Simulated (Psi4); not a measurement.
# CH6ClNSi (SMILES C[SiH](N)Cl): wB97X/6-31G(d) (spherical functions)

What is the energy change on altering one bond length of CH6ClNSi at wB97X/6-31G* (spherical functions)? 

Program for the calculation: Psi4 1.11.

### 1 The structure to begin with

CH6ClNSi: 10 atoms, total charge 0, spin state singlet. As SMILES, `C[SiH](N)Cl`. The coordinates come from a PBE0-D4/def2-TZVP relaxation. This is one conformer, not always the lowest.

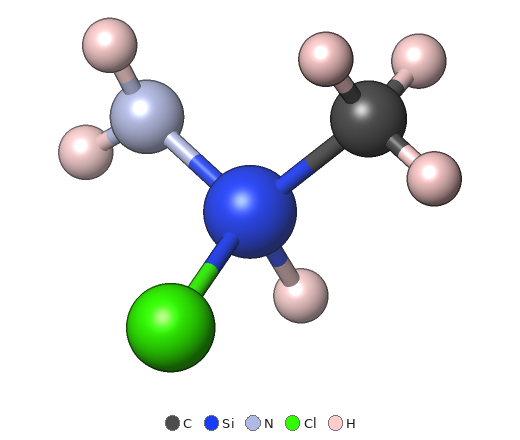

The structure, seen from a chosen angle (carbon dark grey, silicon blue, nitrogen light blue, chlorine green, hydrogen pink).

### 2 A single-point energy at wB97X/6-31G(d) (spherical functions)

File input.inp:

```
memory 2.2 GB

molecule {
  0 1
  C     -0.924300     0.960300    -0.429600
  Si    -0.055600    -0.637600    -0.073400
  N      1.200800    -0.379200     1.050800
  Cl     0.594900    -1.392500    -1.900800
  H     -1.720000     0.809500    -1.161600
  H     -1.359500     1.369700     0.485000
  H     -0.226900     1.694300    -0.841400
  H     -0.936500    -1.689500     0.482600
  H      1.847500     0.382600     0.917600
  H      1.662700    -1.168700     1.473800
  symmetry c1
}

set {
  puream true
  e_convergence 1e-09
  d_convergence 1e-08
  scf_type pk
  dft_radial_points 99
  dft_spherical_points 590
}

e, wfn = energy('wb97x/6-31G*', return_wfn=True)
oeprop(wfn, 'DIPOLE', 'MAYER_INDICES', 'QUADRUPOLE')
```

On the command line:

```sh
$ psi4 input.inp input.out -n 1
```

input.out:

```text
[...]
  Running in c1 symmetry.
[...]
  Nuclear repulsion =  222.145996722657117
[...]
  Multiplicity = 1
[...]
  Nalpha       = 25
  Nbeta        = 25
[...]
    Number of basis functions: 76
[...]
   @RKS iter   1:  -845.97071959133132   -4.04276e-01   8.70029e-03 ADIIS/DIIS
[...]
   @RKS iter  12:  -846.17839118474456   -1.93268e-12   2.25478e-09 DIIS
[...]
    Orbital Energies [Eh]
    ---------------------
    Doubly Occupied:
       1A   -101.464139     2A    -66.155478     3A    -14.393365
       4A    -10.251778     5A     -9.517996     6A     -7.277169
       7A     -7.271339     8A     -7.271209     9A     -5.410905
      10A     -3.768641    11A     -3.766124    12A     -3.764842
      13A     -0.990261    14A     -0.931953    15A     -0.834303
      16A     -0.643239    17A     -0.612630    18A     -0.537769
      19A     -0.528288    20A     -0.497564    21A     -0.469303
      22A     -0.456227    23A     -0.414210    24A     -0.396298
      25A     -0.371969
[...]
  @RKS Final Energy:  -846.17839118474456
   => Energetics <=
    Nuclear Repulsion Energy =            222.1459967226571166
    One-Electron Energy =               -1608.6269351230173470
    Two-Electron Energy =                 587.6913168370284666
    DFT Exchange-Correlation Energy =     -47.3887696214128908
    Empirical Dispersion Energy =           0.0000000000000000
    VV10 Nonlocal Energy =                  0.0000000000000000
    Total Energy =                       -846.1783911847445552
[...]
 Multipole Moments:
 ------------------------------------------------------------------------------------
     Multipole            Electronic (a.u.)      Nuclear  (a.u.)        Total (a.u.)
 ------------------------------------------------------------------------------------
 L = 1.  Multiply by 2.5417464519 to convert [e a0] to [Debye]
 Dipole X            :          2.6373400           -2.4423036            0.1950363
 Dipole Y            :         -4.9623234            5.5045785            0.5422550
 Dipole Z            :         -5.1263383            5.8733932            0.7470549
 Magnitude           :                                                    0.9434886
 L = 2.  Multiply by 1.3450342976 to convert [e a0^2] to [Debye ang]
 Quadrupole XX       :       -136.0465645          109.2672629          -26.7793016
 Quadrupole XY       :         68.0350837          -67.9488828            0.0862009
[...]
```

Wall time 26 s (1 thread of Intel Xeon Platinum 8259CL at 2.50GHz (Skylake/Cascade Lake), shared host); peak memory 1.3 GiB.

### 3 The distorted shape: energy and gradient at wB97X/6-31G(d) (spherical functions)

File run.py:

```python
import numpy as np
from ase.calculators.psi4 import Psi4
from ase import Atoms

atoms = Atoms(['C', 'Si', 'N', 'Cl', 'H', 'H', 'H', 'H', 'H', 'H'], positions=[
    [-1.021887, 1.073549, -0.155457],
    [-0.153187, -0.524351, 0.200743],
    [1.103213, -0.265951, 1.324943],
    [0.594900, -1.392500, -1.900800],
    [-1.817587, 0.922749, -0.887457],
    [-1.457087, 1.482949, 0.759143],
    [-0.324487, 1.807549, -0.567257],
    [-1.034087, -1.576251, 0.756743],
    [1.749913, 0.495849, 1.191743],
    [1.565113, -1.055451, 1.747943],
])
calc = Psi4(atoms=atoms, method='wb97x', basis='6-31G*', memory='2200MB', num_threads=1, charge=0, multiplicity=1, label='ch6clnsi')
calc.psi4.set_options({'puream': True, 'e_convergence': 1e-09, 'd_convergence': 1e-08, 'scf_type': 'pk', 'dft_radial_points': 99, 'dft_spherical_points': 590})
atoms.calc = calc

forces = atoms.get_forces()
print(f'energy: {atoms.get_potential_energy():.6f} eV')
print('forces / eV A^-1')
print(np.round(forces, 5))
```

On the command line:

```sh
$ python run.py
```

ch6clnsi.dat (excerpt; [...] marks lines left out):

```text
[...]
  Running in c1 symmetry.
[...]
  Nuclear repulsion =  210.288818347576694
[...]
  Multiplicity = 1
[...]
  Nalpha       = 25
  Nbeta        = 25
[...]
    Number of basis functions: 76
[...]
   @RKS iter   1:  -845.95434390918513   -6.27948e-01   8.59693e-03 ADIIS/DIIS
[...]
   @RKS iter  12:  -846.16011103774031   -2.04636e-12   2.97902e-09 DIIS
[...]
  @RKS Final Energy:  -846.16011103774031
   => Energetics <=
    Nuclear Repulsion Energy =            210.2888183475766937
    One-Electron Energy =               -1584.8866503749177355
    Two-Electron Energy =                 575.7677071276511924
    DFT Exchange-Correlation Energy =     -47.3299861380502946
    Empirical Dispersion Energy =           0.0000000000000000
    VV10 Nonlocal Energy =                  0.0000000000000000
    Total Energy =                       -846.1601110377403074
[...]
 Multipole Moments:
 ------------------------------------------------------------------------------------
     Multipole            Electronic (a.u.)      Nuclear  (a.u.)        Total (a.u.)
 ------------------------------------------------------------------------------------
 L = 1.  Multiply by 2.5417464519 to convert [e a0] to [Debye]
 Dipole X            :          2.6940975           -2.7014906           -0.0073931
 Dipole Y            :         -4.9698664            5.8053630            0.8354966
 Dipole Z            :         -5.2234105            6.6015055            1.3780949
 Magnitude           :                                                    1.6116001
[...]
  -Total Gradient:
     Atom            X                  Y                   Z
    ------   -----------------  -----------------  -----------------
       1       -0.001807978198     0.000507298017     0.006420852151
       2       -0.010102029019     0.016539371321     0.032358084217
       3        0.000555587524     0.001264225318     0.002794765946
       4        0.016304235537    -0.018958797431    -0.044692135734
       5        0.001276837027    -0.000586759506     0.001245697200
       6        0.000058066549     0.000746918156    -0.002018179211
       7       -0.000178680274    -0.001577156785     0.000680714404
       8       -0.002021342028     0.001857806172     0.004115556940
       9       -0.002168782619    -0.002896603030     0.000690693149
      10       -0.001580214299     0.003087048427    -0.001492169613
[...]
```

The script printed:

```text
energy: -23025.189420 eV
forces / eV A^-1
[[ 0.09297 -0.02609 -0.33017]
 [ 0.51947 -0.85049 -1.66392]
 [-0.02857 -0.06501 -0.14371]
 [-0.8384   0.9749   2.29816]
 [-0.06566  0.03017 -0.06406]
 [-0.00299 -0.03841  0.10378]
 [ 0.00919  0.0811  -0.035  ]
 [ 0.10394 -0.09553 -0.21163]
 [ 0.11152  0.14895 -0.03552]
 [ 0.08126 -0.15874  0.07673]]
```

It took 42 s on 1 thread of Intel Xeon Platinum 8259CL at 2.50GHz (Skylake/Cascade Lake), shared host; peak memory 1.3 GiB.

### 4 What came out

Level: wB97X/6-31G* (spherical functions).

| quantity | value |
| --- | --- |
| first shape: total energy | -846.17839 Eh |
| first shape: dipole moment | 2.40 D |
| first shape: HOMO energy | -10.12 eV |
| first shape: LUMO energy | 3.63 eV |
| first shape: HOMO–LUMO gap | 13.75 eV |
| distorted shape: total energy | -846.16011 Eh |
| distorted shape: dipole moment | 4.10 D |
| distorted shape: HOMO energy | -10.24 eV |
| distorted shape: LUMO energy | 2.24 eV |
| distorted shape: HOMO–LUMO gap | 12.48 eV |
| distorted shape: largest force on an atom | 2.633 eV/Å |
| energy change with the Si2–Cl4 bond stretched from 2.081 to 2.394 Å | 0.497 eV |

**Reading.** With the Si2–Cl4 bond stretched from 2.081 to 2.394 Å the energy rises by 0.50 eV (48.0 kJ/mol). The first shape isn't relaxed at this level, so the change isn't measured from a minimum.
